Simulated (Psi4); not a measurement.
# KF (SMILES [F][K]) at 5 levels

Wanted: a comparison of 5 runs (PBE/def2-TZVPP, PBE0/def2-TZVPP, SVWN5/def2-TZVPP, TPSS/def2-TZVPP, r2SCAN/def2-TZVPP) of KF. 

The results are computed with Psi4 1.11.

## Step 1: The molecule

KF: 2 atoms, total charge 0, spin state singlet. As SMILES, `[F][K]`. The F1–K2 distance was set to 3.939 Å, away from the relaxed value.

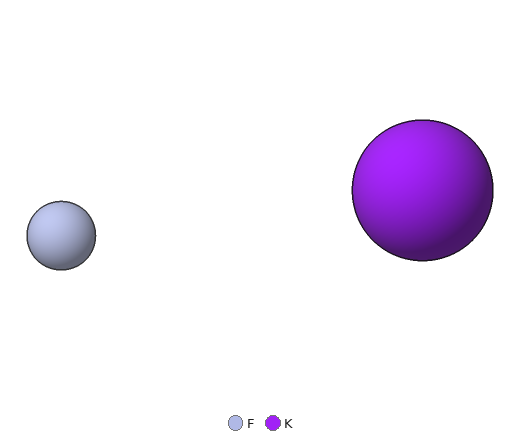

The structure, seen from a chosen angle (fluorine light blue, potassium purple).

## Step 2: Energy and forces at PBE/def2-TZVPP (run 1)

Input file fk.py:

```python
import psi4

psi4.set_memory('1600 MB')
psi4.set_num_threads(1)
psi4.core.set_output_file('fk.out', False)

molecule = psi4.geometry("""
0 1
F      4.60389818    -1.68957767     2.30502935
K     -1.73212297     0.57107523    -0.88117929
units au
symmetry c1
no_reorient
no_com
""")

psi4.set_options({
    'basis': 'def2-TZVPP',
    'reference': 'rks',
    'puream': True,
    'e_convergence': 1e-09,
    'd_convergence': 1e-08,
    'scf_type': 'pk',
    'dft_radial_points': 99,
    'dft_spherical_points': 590,
})

E, wfn = psi4.gradient('pbe', molecule=molecule, return_wfn=True)
print('gradient / Eh bohr^-1')
print(E.np.round(6))
print(f'energy = {wfn.energy():.10f} Eh')
```

Started as:

```
$ python fk.py
```

fk.out:

```text
[...]
  Running in c1 symmetry.
[...]
  Nuclear repulsion =   22.972659739542287
[...]
  Multiplicity = 1
[...]
  Nalpha       = 14
  Nbeta        = 14
[...]
    Number of basis functions: 64
[...]
   @RKS iter   1:  -699.26664482116473   -2.12853e-01   1.13878e-02 ADIIS/DIIS
[...]
   @RKS iter  24:  -699.46634727102219   -5.68434e-13   4.37625e-10 DIIS
[...]
    Orbital Energies [Eh]
    ---------------------
    Doubly Occupied:
       1A   -128.882466     2A    -23.994835     3A    -12.946148
       4A    -10.354187     5A    -10.354187     6A    -10.353953
       7A     -1.348155     8A     -0.783587     9A     -0.753121
      10A     -0.753121    11A     -0.749833    12A     -0.121059
      13A     -0.107001    14A     -0.107001
[...]
  @RKS Final Energy:  -699.46634727102219
   => Energetics <=
    Nuclear Repulsion Energy =             22.9726597395422871
    One-Electron Energy =               -1010.7767271171194352
    Two-Electron Energy =                 331.9687463824773204
    DFT Exchange-Correlation Energy =     -43.6310262759224372
    Empirical Dispersion Energy =           0.0000000000000000
    VV10 Nonlocal Energy =                  0.0000000000000000
    Total Energy =                       -699.4663472710221868
[...]
 Multipole Moments:
 ------------------------------------------------------------------------------------
     Multipole            Electronic (a.u.)      Nuclear  (a.u.)        Total (a.u.)
 ------------------------------------------------------------------------------------
 L = 1.  Multiply by 2.5417464519 to convert [e a0] to [Debye]
 Dipole X            :        -13.2299720            8.5247472           -4.7052248
 Dipole Y            :          6.0345646           -4.3557697            1.6787949
 Dipole Z            :         -6.3689842            4.0028576           -2.3661266
 Magnitude           :                                                    5.5277525
[...]
  -Total Gradient:
     Atom            X                  Y                   Z
    ------   -----------------  -----------------  -----------------
       1        0.015306362126    -0.005461214718     0.007697143384
       2       -0.015306740276     0.005461349632    -0.007697333538
[...]
```

Standard output:

```text
gradient / Eh bohr^-1
[[ 0.015306 -0.005461  0.007697]
 [-0.015307  0.005461 -0.007697]]
energy = -699.4663472710 Eh
```

It took 4.8 s on 1 thread of Intel Xeon 6975P-C (Granite Rapids), shared host; peak memory 0.41 GiB.

## Step 3: A single-point energy at PBE0/def2-TZVPP (run 2)

Input file job.inp:

```
memory 1600 mb

molecule m {
  F      4.60389818    -1.68957767     2.30502935
  K     -1.73212297     0.57107523    -0.88117929
  units au
  symmetry c1
  no_reorient
  no_com
}

set {
  reference rks
  puream true
  e_convergence 1e-09
  d_convergence 1e-08
  scf_type pk
  dft_radial_points 99
  dft_spherical_points 590
}

energy_value, wavefunction = energy('pbe0/def2-TZVPP', return_wfn=True)
oeprop(wavefunction, 'DIPOLE', 'QUADRUPOLE', 'LOWDIN_CHARGES', title='PBE0')
```

Started as:

```
$ psi4 -n 1 job.inp job.out
```

job.out:

```text
[...]
  Running in c1 symmetry.
[...]
  Nuclear repulsion =   22.972659739542287
[...]
  Multiplicity = 1
[...]
  Nalpha       = 14
  Nbeta        = 14
[...]
    Number of basis functions: 64
[...]
   @RKS iter   1:  -699.33682722913227   -3.36210e-01   1.05144e-02 DIIS/ADIIS
[...]
   @RKS iter  13:  -699.50352897293033   -4.77485e-12   1.73327e-09 DIIS
[...]
    Orbital Energies [Eh]
    ---------------------
    Doubly Occupied:
       1A   -130.070538     2A    -24.461593     3A    -13.367500
       4A    -10.680087     5A    -10.680087     6A    -10.679839
       7A     -1.484684     8A     -0.872421     9A     -0.839674
      10A     -0.839674    11A     -0.836082    12A     -0.145896
      13A     -0.144146    14A     -0.144146
[...]
  @RKS Final Energy:  -699.50352897293033
   => Energetics <=
    Nuclear Repulsion Energy =             22.9726597395422871
    One-Electron Energy =               -1011.0987108392216669
    Two-Electron Energy =                 321.6460279255377372
    DFT Exchange-Correlation Energy =     -33.0235057987887188
    Empirical Dispersion Energy =           0.0000000000000000
    VV10 Nonlocal Energy =                  0.0000000000000000
    Total Energy =                       -699.5035289729303258
[...]
 Multipole Moments:
 ------------------------------------------------------------------------------------
     Multipole            Electronic (a.u.)      Nuclear  (a.u.)        Total (a.u.)
 ------------------------------------------------------------------------------------
 L = 1.  Multiply by 2.5417464519 to convert [e a0] to [Debye]
 Dipole X            :        -13.9955862            8.5247472           -5.4708390
 Dipole Y            :          6.3077309           -4.3557697            1.9519612
 Dipole Z            :         -6.7539902            4.0028576           -2.7511326
 Magnitude           :                                                    6.4272049
 L = 2.  Multiply by 1.3450342976 to convert [e a0^2] to [Debye ang]
 Quadrupole XX       :       -274.3212286          247.7676557          -26.5535729
 Quadrupole XY       :         94.1867806          -88.8020700            5.3847106
[...]
```

It took 2.9 s on 1 thread of Intel Xeon 6975P-C (Granite Rapids), shared host; peak memory 0.41 GiB.

Runs 3 to 4 aren't shown in full; the table further down has their settings and results.

## Step 4: Energy and gradient at r2SCAN/def2-TZVPP (run 5)

Input file calc.in:

```
memory 1600 MB

molecule mol {
  0 1
  F      2.436278    -0.894086     1.219769
  K     -0.916600     0.302200    -0.466300
  symmetry c1
}

set {
  basis                def2-TZVPP
  puream               true
  e_convergence        1e-09
  d_convergence        1e-08
  scf_type             pk
  dft_radial_points    99
  dft_spherical_points 590
}

e, wfn = gradient("r2scan", return_wfn=True)
oeprop(wfn, "MULLIKEN_CHARGES", "MAYER_INDICES", "DIPOLE", title="R2SCAN")
print_variables()
```

Started as:

```
$ psi4 -i calc.in -o calc.out -n 1
```

calc.out:

```text
[...]
  Running in c1 symmetry.
[...]
  Nuclear repulsion =   22.972659728678725
[...]
  Multiplicity = 1
[...]
  Nalpha       = 14
  Nbeta        = 14
[...]
    Number of basis functions: 64
[...]
   @RKS iter   1:  -699.50721429511384   -2.59930e-01   1.11442e-02 ADIIS/DIIS
[...]
   @RKS iter  14:  -699.69494260037379   -9.20863e-11   4.16352e-09 DIIS
[...]
    Orbital Energies [Eh]
    ---------------------
    Doubly Occupied:
       1A   -129.500831     2A    -24.191303     3A    -13.175889
       4A    -10.501188     5A    -10.501188     6A    -10.500952
       7A     -1.408137     8A     -0.812515     9A     -0.784562
      10A     -0.784562    11A     -0.780849    12A     -0.105391
      13A     -0.096056    14A     -0.096056
[...]
  @RKS Final Energy:  -699.69494260037379
   => Energetics <=
    Nuclear Repulsion Energy =             22.9726597286787246
    One-Electron Energy =               -1011.0153582057948825
    Two-Electron Energy =                 332.2498375740864276
    DFT Exchange-Correlation Energy =     -43.9020816973440873
    Empirical Dispersion Energy =           0.0000000000000000
    VV10 Nonlocal Energy =                  0.0000000000000000
    Total Energy =                       -699.6949426003737926
[...]
  -Total Gradient:
     Atom            X                  Y                   Z
    ------   -----------------  -----------------  -----------------
       1       -0.000000000000     0.000000000001     0.019777261512
       2        0.000000000005    -0.000000000002    -0.019584300075
[...]
 Multipole Moments:
 ------------------------------------------------------------------------------------
     Multipole            Electronic (a.u.)      Nuclear  (a.u.)        Total (a.u.)
 ------------------------------------------------------------------------------------
 L = 1.  Multiply by 2.5417464519 to convert [e a0] to [Debye]
 Dipole X            :          0.0000000            0.0000000            0.0000000
 Dipole Y            :         -0.0000000           -0.0000000           -0.0000000
 Dipole Z            :         -4.8879825           -1.3222754           -6.2102579
 Magnitude           :                                                    6.2102579
[...]
  Mulliken Charges: (a.u.)
   Center  Symbol    Alpha    Beta     Spin     Total
       1     F     4.88528  4.88528  0.00000 -0.77055
       2     K     9.11472  9.11472  0.00000  0.77055
   Total alpha = 14.00000, Total beta = 14.00000, Total charge =  0.00000
  Mayer Bond Indices:
[...]
```

Run time: 5.7 s. Hardware: 1 thread of Intel Xeon 6975P-C (Granite Rapids), shared host; peak memory 0.62 GiB.

## Step 5: The series

```
run              level      task  energy (Eh)  dipole moment (D)  HOMO energy (eV)  LUMO energy (eV)  wall time
  1     PBE/def2-TZVPP  gradient  -699.466347              14.05             -2.91             -2.79      4.8 s
  2    PBE0/def2-TZVPP    energy  -699.503529              16.34             -3.92             -2.30      2.9 s
  3   SVWN5/def2-TZVPP  gradient  -697.406611              14.45             -3.00             -2.82      2.7 s
  4    TPSS/def2-TZVPP  gradient  -699.801165              14.48             -2.84             -2.64      7.5 s
  5  r2SCAN/def2-TZVPP  gradient  -699.694943              15.78             -2.61             -2.15      5.7 s
```

## Step 6: What came out

| quantity | value |
| --- | --- |
| run 5: total energy | -699.69494 Eh |
| run 5: dipole moment | 15.78 D |
| run 5: HOMO energy | -2.61 eV |
| run 5: LUMO energy | -2.15 eV |
| run 5: HOMO–LUMO gap | 0.46 eV |
| run 5: largest force on an atom | 1.017 eV/Å |

The dipole moment (its size) runs from 14.05 D (PBE/def2-TZVPP) to 16.34 D (PBE0/def2-TZVPP). The HOMO–LUMO gap runs from 0.13 eV (PBE/def2-TZVPP) to 1.63 eV (PBE0/def2-TZVPP). Totals of different functionals can't be ranked against each other. All runs together took 24 s, the longest 7.5 s.
